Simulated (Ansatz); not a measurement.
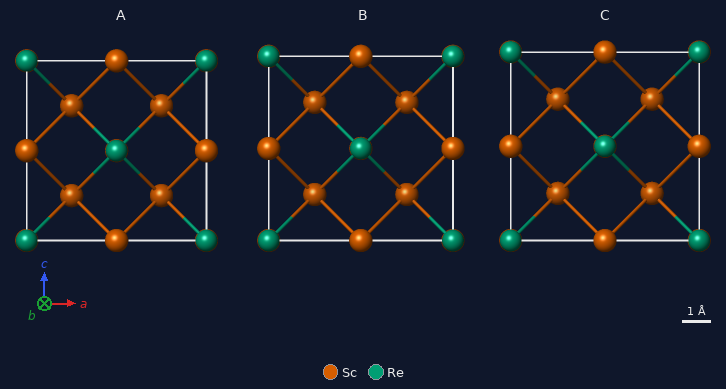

3 geometries from one relaxation of a crystal of Sc3Re (a generated structure, set up in Fm-3m) (coarse preliminary run), in shuffled order. Style: ball-and-stick. Shown: the conventional cell (4 times the calculation's cell), along the b axis. Lengths and directions refer to the drawn axes.

Theory: DFT PBE, scalar-relativistic, plane waves, PAW (Ansatz 0.2.0). (plane-wave cutoff 420 eV; k-point mesh 4 × 4 × 4; occupations gaussian; smearing width 0.1 eV; no spin polarisation; cell and atoms relaxed; force threshold 0.04 eV/Å; at most 70 steps)

Order the frames from highest to lowest energy.

A, C, B. They are steps 0, 1, 4, at +35.5 meV per atom, +28.3 meV per atom relative to the last. The atoms keep their places relative to the cell (all moves are under 0.005 Å). The drawn cell changes as follows: a = b = c 6.634 → 6.800 Å (+2.5 %); the volume changes by +7.7 %. Among the contacts that change: Sc–Sc 3.317 → 3.400 Å, Sc–Sc 2.873 → 2.944 Å, Re–Sc 2.873 → 2.944 Å. The space group stays Fm-3m (No. 225). The energy falls by 35.5 meV per atom in 3 accepted moves (4 points after the start). All forces vanish by symmetry, so only the cell relaxes. Pressure: 8.54 GPa at the start and 0.06 GPa at the end. At 1 point the geometry stayed and the basis and grid were re-selected for the new cell (energy shift of 0.4 meV per atom at most each time).
